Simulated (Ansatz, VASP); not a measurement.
# Sn2TeS: VASP beside Ansatz

One calculation is typed for both programs; each brings its own data sets and cutoff. How far apart do they land? The cell is invented: As first built, before any earlier steps moved the atoms: it takes the SnS structure with some of its atoms replaced by other elements, volume scaled by an estimate. It may not be a known or stable phase. The cell comes out of the VASP series on this material, whose earlier steps may have relaxed, scaled or displaced it; both programs get it as it stands.

Calculated with Ansatz 0.2.0; plane waves, with VASP 6.6.1 beside it; relaxation of cell and atoms at PBEsol with D3(BJ).

## 1. Set-up

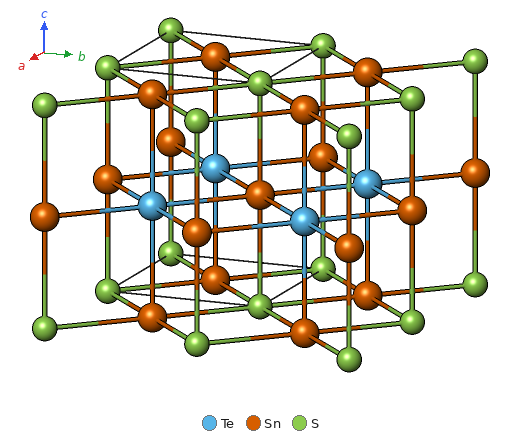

The cell as given, slightly off an axis (tellurium blue, tin orange, sulfur green). 2×2×1 cells are drawn. Some periodic images of atoms are drawn too.

## 2. Ansatz: relaxation of cell and atoms, PBEsol with D3(BJ)

Ansatz runs on its default PAW (the set named soft_2) files.

The relaxed volume is the usual yardstick between codes: its relative difference is about their pressure difference at one cell divided by the bulk modulus.

The input, input.yaml:

```yaml
crystal:
  lattice:
    - [4.2300749366, 0.0, 0.0]
    - [0.0, 4.2300749366, 0.0]
    - [0.0, 0.0, 5.9124893853]
  atoms:
    - { symbol: Te, position: [0.5, 0.5, 0.5] }
    - { symbol: Sn, position: [0.5, 0.5, 0.0] }
    - { symbol: Sn, position: [0.0, 0.0, 0.5] }
    - { symbol: S, position: [0.0, 0.0, 0.0] }
hamiltonian:
  xc: pbesol
  pseudopotentials: { kind: paw }
  dispersion: d3bj
kpoints:
  mp_grid: { grid: [5, 5, 4] }
scf:
  occupations: { method: gaussian, width: 0.05 }
relax:
  f_tol: 0.01
  max_steps: 60
  cell: { stress_tol: 0.05 }
output:
  forces: true
  stress: true
  write_density: true
  write_potential: true
  elf: true
  volumetric_format: npy
```

On the command line:

```bash
ansatz run input.yaml --threads 4 --pin off --max-ram 9216MiB --backend cpu --events-out ev --progress --plain --runs-dir out
```

Numbers of over 12 decimals in the logs are rounded to 6 here.

The program printed:

```text
Engine: ansatz 0.2.0, aarch64-unknown-linux-gnu
Pseudopotentials: kind: paw
Pseudopotential: Te, paw, valence charge 16, recommended cutoff 420 eV (normal), Te.paw.azcp
Pseudopotential: Sn, paw, valence charge 14, recommended cutoff 420 eV (normal), Sn.paw.azcp
Pseudopotential: S, paw, valence charge 6, recommended cutoff 420 eV (normal), S.paw.azcp
Functional definition: PBEsol
  exchange = pbesol_x
  correlation = pbesol_c
Crystal: 4 atoms, lattice volume = 105.795 Å³
Basis set: ecut = 420 eV, 2039 PW (Γ), exchange–correlation on 60×60×80 points (8 copies of the dense FFT grid, shifted against one another)
Bands: 30, of which v1, the nominal top of the filled ones, is band 25 counted from 1 (24 counted from 0)
Symmetry: 16 space group operations
Space group: P4/mmm (ITA 123), of the structure as read, at distance tolerance 4.7e-5 Å
k-points: 18 of 100
Non-local potential: Te, projectors of the file, l = 0: 2, l = 1: 2, l = 2: 2, l = 3: 2
Non-local potential: Sn, projectors of the file, l = 0: 2, l = 1: 2, l = 2: 2, l = 3: 2
Non-local potential: S, projectors of the file, l = 0: 2, l = 1: 2, l = 2: 2
PAW form: soft (Blöchl's): semilocal exchange-correlation on the pseudo side does not see the compensation charge
PAW frozen core: Te, regenerated for the run's functional, and the local potential with it (the file was generated under x = pbe(κ = 0.804, μ = 0.219515), c = pbe(β = 0.066725))
PAW frozen core: Sn, regenerated for the run's functional, and the local potential with it (the file was generated under x = pbe(κ = 0.804, μ = 0.219515), c = pbe(β = 0.066725))
PAW frozen core: S, regenerated for the run's functional, and the local potential with it (the file was generated under x = pbe(κ = 0.804, μ = 0.219515), c = pbe(β = 0.066725))
PAW one-centre angular grid: Te, 590 points (default); XC on 64 Gauss nodes
PAW one-centre angular grid: Sn, 590 points (default); XC on 64 Gauss nodes
PAW one-centre angular grid: S, 110 points (default); XC on 64 Gauss nodes
Initial density: superposition of atomic densities (neutral atoms: chi_scale 0, normalization atom), corrected by the library's trained network
Initial wavefunctions: pseudopotential atomic-orbital guess
Functional: x = pbesol(κ = 0.804, μ = 0.123457), c = pbesol(β = 0.046)
SCF iter   1: F=—  HF=-19688.449735 eV  |F-HF|=—  |Δ(HF+E_count)|=         —  Δρ=4.52e-3  dr2=4.46e-2  ethr=1.77e-3  ⟨swp⟩=8.6  Hψ=2592  notcnv=0
preconditioner: auto → Resta (q_TF=auto, 2.408 Å⁻¹)  ε∞=3.0  [insulator: Δε(μ)=0.194 eV  Ē_g=16.188 eV  σ=0.050 eV  W_gap=0.99  n_scr=28 (ndim 8)  ℏωp=22.8 eV  f_vac=0.000  D(μ)=0.06/eV (n_scr^D=0)  ε∞_Penn≈3.0]
SCF iter   2: F=—  HF=-19688.435701 eV  |F-HF|=—  |Δ(HF+E_count)|=   1.40e-2  Δρ=1.36e-3  dr2=1.57e-3  ethr=8.92e-5  ⟨swp⟩=2.0  Hψ=867  notcnv=0  defer=16
SCF iter   3: F=—  HF=-19688.435144 eV  |F-HF|=—  |Δ(HF+E_count)|=   5.57e-4  Δρ=5.12e-4  dr2=2.43e-4  ethr=3.15e-6  ⟨swp⟩=2.0  Hψ=946  notcnv=0  defer=16
SCF iter   4: F=—  HF=-19688.435144 eV  |F-HF|=—  |Δ(HF+E_count)|=   2.54e-7  Δρ=1.81e-4  dr2=3.28e-5  ethr=4.87e-7  ⟨swp⟩=1.7  Hψ=552  notcnv=0  defer=16
SCF iter   5: F=—  HF=-19688.435198 eV  |F-HF|=—  |Δ(HF+E_count)|=   5.37e-5  Δρ=2.70e-5  dr2=7.57e-7  ethr=6.57e-8  ⟨swp⟩=2.5  Hψ=810  notcnv=0  defer=16
SCF iter   6: F=-19688.435198 eV  HF=-19688.435198 eV  |F-HF|=2.56e-8  |Δ(HF+E_count)|=   3.66e-7  Δρ=6.70e-6  dr2=5.76e-8  ethr=2.00e-10  ⟨swp⟩=9.8  Hψ=3923  notcnv=0
SCF 1 converged in 6 iterations: F = -19688.435198 eV  dr2 = 5.76e-8
  greatest PAW one-centre occupation: 0.998 electrons in one spin orbital (limit 2), on the Te atom at site 0 (counted from 0), in its partial waves of l = 2
relax step   1: F+E_penalty+E_count = -19688.43519810 eV  Δ(F+E_penalty+E_count) = +0.000e0 eV  max|allowed force component| = 3.535e-29 eV/Å  Δτ_max = 0.0000 Å  P = +0.335 GPa  Ω = 105.795 Å³  (6 SCF iters, dr2 threshold 1.00e-7 eV, accepted)
[...]
relax step   2: F+E_penalty+E_count = -19688.43924619 eV  Δ(F+E_penalty+E_count) = -4.048e-3 eV  max|allowed force component| = 2.416e-30 eV/Å  Δτ_max = 0.0000 Å  P = -0.199 GPa  Ω = 106.781 Å³  energy of the carried Pulay correction = -1.930e-4 eV  (6 SCF iters, dr2 threshold 4.00e-7 eV, accepted)
[...]
relax step   3: F+E_penalty+E_count = -19688.44056918 eV  Δ(F+E_penalty+E_count) = -1.323e-3 eV  max|allowed force component| = 8.628e-30 eV/Å  Δτ_max = 0.0000 Å  P = -0.009 GPa  Ω = 106.412 Å³  energy of the carried Pulay correction = -1.210e-4 eV  (6 SCF iters, dr2 threshold 4.00e-7 eV, accepted)
[...]
relax step   4: F+E_penalty+E_count = -19688.44058910 eV  Δ(F+E_penalty+E_count) = -1.992e-5 eV  max|allowed force component| = 6.567e-29 eV/Å  Δτ_max = 0.0000 Å  P = +0.000 GPa  Ω = 106.394 Å³  energy of the carried Pulay correction = -1.175e-4 eV  (3 SCF iters, dr2 threshold 1.43e-8 eV, accepted)
[...]
relax step   5: F+E_penalty+E_count = -19688.44072410 eV  Δ(F+E_penalty+E_count) = -1.350e-4 eV  max|allowed force component| = 1.160e-28 eV/Å  Δτ_max = 0.0000 Å  P = -0.000 GPa  Ω = 106.394 Å³  stress off target by 4.41e-4 GPa  SCF on the basis re-selected at this cell (its energy is not comparable with the rows above)  (5 SCF iters)
basis re-selected at this cell: Δ(F+E_penalty+E_count) = -1.350e-4 eV, ΔP = -0.000 GPa vs the last step (what re-selecting the basis moved, of the pressure what is left beyond the Pulay correction that the steps carried, after the strain that the cell walked since its last selection, with what the two solves' SCF thresholds leave and, on support functions, any second-order correction that the steps lacked; it is no m [...]
SCF converged after 5 iterations
Free energy (F): -19688.440724 eV
Harris-Foulkes:  -19688.440724 eV  (|F-HF|=7.28e-12)
Internal energy: -19688.439590 eV  (E = F + TS)
E sigma→0 (E₀):  -19688.440157 eV
Entropy (-TS):   -0.001134 eV (-0.283 meV/atom)
Fermi energy:    9.687915 eV
--- Per-component energies (eV) ---
  E_band       = -434.255466
  E_kinetic    = 660.064140
  E_local      = -3284.727643  (includes V_loc(G=0)·N_el)
  E_nonlocal   = -340.811443
  E_hartree    = 2001.509666
  E_xc         = -980.561181
  E_vxc        = -387.998853  (∫ρ·V_xc dr)
  E_paw        = -13292.474267  (= ΣΔE_a)
  E_vpaw       = -1083.800774  (= ΣTr[D̂ρ^β])
  E_aug_tail   = -0.000199  (compensation charges beyond the density's cutoff)
  E_ewald      = -4450.993391
  E_disp       = -1.451717  (pairwise vdW)
  E_core_change = 1.006444  (= ΣΔE_core)
  E_smearing   = -0.001134  (= −TS)
  E_closure    = -0.000000  (closes the sum)
  Σ components = -19688.440724   (vs F -19688.440724, Δ=0.00e0)
--- Forces (eV/Å), atoms counted from 1 ---
  atom   1  Te     0.00000000     0.00000000     0.00000000
  atom   2  Sn     0.00000000     0.00000000     0.00000000
  atom   3  Sn    -0.00000000    -0.00000000     0.00000000
  atom   4  S     -0.00000000    -0.00000000     0.00000000
  max |Σ_I F_I| component: 1.42e-28 eV/Å
--- Stress (GPa, compression-positive) ---
       -0.000252       0.000000       0.000000
        0.000000      -0.000252       0.000000
        0.000000       0.000000       0.000441
  P = ⅓ Tr σ = -0.0000 GPa (-0.000 kbar)
--- Band table (eV; the first three rows and the last of 18) ---
  k-point 0: bands = [... 21 lower, 5.7063, 7.2926, 7.2955, 7.2955, 12.0046, 13.5285, 13.6829, 13.6829, ... 1 higher]
  k-point 1: bands = [... 21 lower, 5.8983, 7.0119, 7.0119, 8.5194, 11.6272, 12.2107, 13.5213, 13.5213, ... 1 higher]
  k-point 2: bands = [... 21 lower, 6.4555, 6.4555, 7.5263, 7.9696, 11.6888, 12.1990, 12.5948, 13.3732, ... 1 higher]
  k-point 17: bands = [... 21 lower, 5.1967, 5.5541, 8.3080, 9.2832, 10.7084, 10.9578, 13.0229, 13.2624, ... 1 higher]
--- Relaxed structure (4 steps of the walk, 4 accepted, 1 SCFs on fresh bases) ---
  F+E_penalty+E_count = -19688.44072410 eV   max|allowed force component| = 1.160e-28 eV/Å   (the final SCF, on the basis selected at the relaxed cell)
  cell:  # Å, volume = 106.3936 Å³
    - [4.220810, 0, 0.0]
    - [0, 4.220810, 0.0]
    - [0.0, 0.0, 5.972057]
  atoms:
    - { symbol: Te, position: [0.500000, 0.500000, 0.500000] }
    - { symbol: Sn, position: [0.500000, 0.500000, 0.0] }
    - { symbol: Sn, position: [0, 0, 0.500000] }
    - { symbol: S, position: [0, 0, 0.0] }
```

The job ended after 4.1 s (4 threads of Arm Neoverse V2, shared host; peak memory 0.43 GiB; 14 s of CPU time).

## 3. VASP: relaxation of cell and atoms, PBEsol with D3(BJ)

The same cell, functional, mesh and smearing now go to VASP, with its own data sets and cutoff.

Lines of VASP's logs that name or quote its potential files are left out, and so is its time.

The input, INCAR:

```
SYSTEM = Sn2TeS
PREC = Accurate
ENCUT = 400
EDIFF = 1E-06
NELM = 100
ISMEAR = 0
SIGMA = 0.05
LREAL = .FALSE.
ALGO = Normal
GGA = PS
IVDW = 12
NBANDS = 26
LORBIT = 11
LWAVE = .FALSE.
LCHARG = .FALSE.
KPAR = 2
IBRION = 2
NSW = 60
ISIF = 3
EDIFFG = -0.01
```

The input, POSCAR:

```
Sn2TeS
1.0
    4.2300749366      0.0000000000      0.0000000000
    0.0000000000      4.2300749366      0.0000000000
    0.0000000000      0.0000000000      5.9124893853
Te Sn S
1 2 1
Direct
    0.5000000000      0.5000000000      0.5000000000
    0.5000000000      0.5000000000      0.0000000000
    0.0000000000      0.0000000000      0.5000000000
    0.0000000000      0.0000000000      0.0000000000
```

The input, KPOINTS:

```
Automatic mesh
0
Gamma
5 5 4
0 0 0
```

The projector-augmented-wave data sets are Te, Sn_d and S (PBE family, release 64).

On the command line:

```bash
mpirun -np 2 vasp_std
```

The program printed:

```text
[banner, memory and clock lines left out]
running    2 mpi-ranks, on    1 nodes
 distrk:  each k-point on    1 cores,    2 groups
 distr:  one band on    1 cores,    1 groups

 POSCAR found type information on POSCAR TeSnS
 POSCAR found :  3 types and       4 ions
|                                                                             |
|               ----> ADVICE to this user running VASP <----                  |
|                                                                             |
|     You enforced a specific xc type in the INCAR file but a different       |
|     [... a line on the potential file left out ...]
|     I HOPE YOU KNOW WHAT YOU ARE DOING!                                     |
|                                                                             |

 LDA part: xc-table for (Slater+PW92), standard interpolation
 POSCAR, INCAR and KPOINTS ok, starting setup
 FFT: planning ... GRIDC
 FFT: planning ... GRID_SOFT
 FFT: planning ... GRID
 WAVECAR not read
 entering main loop
       N       E                     dE             d eps       ncg     rms          rms(c)
DAV:   1     0.316056219057E+03    0.31606E+03   -0.16835E+04   946   0.166E+03
DAV:   2     0.222158843755E+02   -0.29384E+03   -0.28829E+03   962   0.425E+02
DAV:   3    -0.159919674995E+02   -0.38208E+02   -0.37503E+02  1166   0.145E+02
DAV:   4    -0.177045264636E+02   -0.17126E+01   -0.17059E+01  1102   0.319E+01
DAV:   5    -0.177547840124E+02   -0.50258E-01   -0.50241E-01  1364   0.562E+00    0.894E+00
DAV:   6    -0.174148416519E+02    0.33994E+00   -0.10134E+00  1244   0.621E+00    0.554E+00
DAV:   7    -0.174168969927E+02   -0.20553E-02   -0.21616E-01  1052   0.230E+00    0.202E+00
DAV:   8    -0.174143451300E+02    0.25519E-02   -0.20188E-02  1142   0.902E-01    0.252E-01
DAV:   9    -0.174142017831E+02    0.14335E-03   -0.30261E-03  1178   0.292E-01    0.137E-01
DAV:  10    -0.174142763588E+02   -0.74576E-04   -0.49305E-04  1116   0.120E-01    0.755E-02
DAV:  11    -0.174142915738E+02   -0.15215E-04   -0.86540E-05  1096   0.498E-02    0.251E-02
DAV:  12    -0.174142909290E+02    0.64478E-06   -0.20301E-05  1002   0.282E-02    0.116E-02
DAV:  13    -0.174142909668E+02   -0.37749E-07   -0.25104E-06   794   0.117E-02
   1 F= -.18874037E+02 E0= -.18873941E+02  d E =-.188740E+02
[...]
2 F= -.18879275E+02 E0= -.18878496E+02  d E =-.523811E-02
[...]
3 F= -.18879583E+02 E0= -.18879003E+02  d E =-.554655E-02
[...]
4 F= -.18879582E+02 E0= -.18878986E+02  d E =-.554472E-02
[...]
5 F= -.18879591E+02 E0= -.18878951E+02  d E =-.971949E-05
 trial-energy change:   -0.000010  1 .order   -0.000002   -0.000057    0.000053
 step:   0.5947(harm=  0.4994)  dis= 0.00000  next Energy=   -18.879601 (dE=-0.195E-04)
 bond charge predicted
       N       E                     dE             d eps       ncg     rms          rms(c)
DAV:   1    -0.174290495083E+02   -0.81527E-03   -0.20189E-03  1148   0.551E-01    0.561E-02
DAV:   2    -0.174289826858E+02    0.66823E-04   -0.14367E-04  1128   0.149E-01    0.233E-02
DAV:   3    -0.174289652860E+02    0.17400E-04   -0.46814E-05  1156   0.808E-02    0.605E-03
DAV:   4    -0.174289634513E+02    0.18347E-05   -0.24957E-06   668   0.110E-02    0.333E-03
DAV:   5    -0.174289628612E+02    0.59013E-06   -0.42921E-07   472   0.520E-03
   6 F= -.18879597E+02 E0= -.18878974E+02  d E =-.152517E-04
 curvature:  -0.25 expect dE=-0.216E-05 dE for cont linesearch -0.218E-06
 trial: gam=-0.09176 g(F)=  0.308E-65 g(S)=  0.880E-05 ort = 0.736E-05 (trialstep = 0.890E+00)
 search vector abs. value=  0.796E-05
 reached required accuracy - stopping structural energy minimisation
```

[end of part 1 of 2]

[Lines on the potential files, build, host, timing and source positions are cut from VASP's logs without a mark.]

[Logs are printed without paths, hosts, clocks, repeated set-up lines and the standing remarks that a program may print on its own settings, such as how far it seeks lower states.]

[Hosts, paths, dates, database ids (printed as entryN), source tags and the programs' standing remarks are cut or masked in the printed files.]
